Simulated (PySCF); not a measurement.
SMILES [SiH]([O][Al]([CH3])[CH3])(C)C (C₄H₁₃AlOSi) at its GFN2-xTB optimised geometry (Å):

```
20

Si    -1.8267    -0.0580     0.0000
C     -2.4395     1.7420     0.0000
C     -2.4345    -0.9732    -1.5518
O     -0.1925    -0.0580     0.0000
Al     1.4910    -0.0152    -0.0712
C      2.2796     1.5444    -1.0338
C      2.4366    -1.5310     0.8148
H     -2.2353    -0.7601     1.2265
H     -2.1091     2.2763    -0.8868
H     -3.5238     1.7866     0.0280
H     -2.0645     2.2826     0.8642
H     -2.0457    -1.9867    -1.5856
H     -2.1166    -0.4719    -2.4621
H     -3.5181    -1.0345    -1.5700
H      3.3710     1.5522    -1.0183
H      1.9398     2.4897    -0.5997
H      1.9701     1.5629    -2.0831
H      2.1711    -1.5978     1.8741
H      3.5238    -1.4532     0.7554
H      2.1539    -2.4897     0.3697
```

Level of theory: PBE0/def2-SVP in PySCF. Cells within 0.4 Å of a nucleus heavier than hydrogen are left out (blank, or x).

Map of the deformation density (molecule minus spherical neutral atoms) (e/bohr³) on the plane z = 0.0 Å:

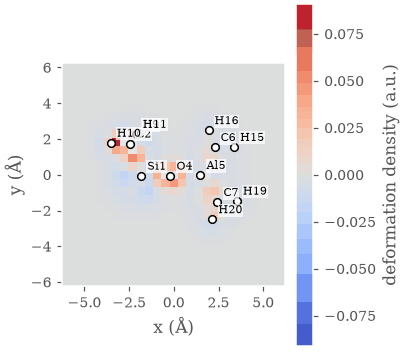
Figure. Deformation density (molecule minus spherical neutral atoms) (e/bohr³) on the plane z = 0.0 Å.
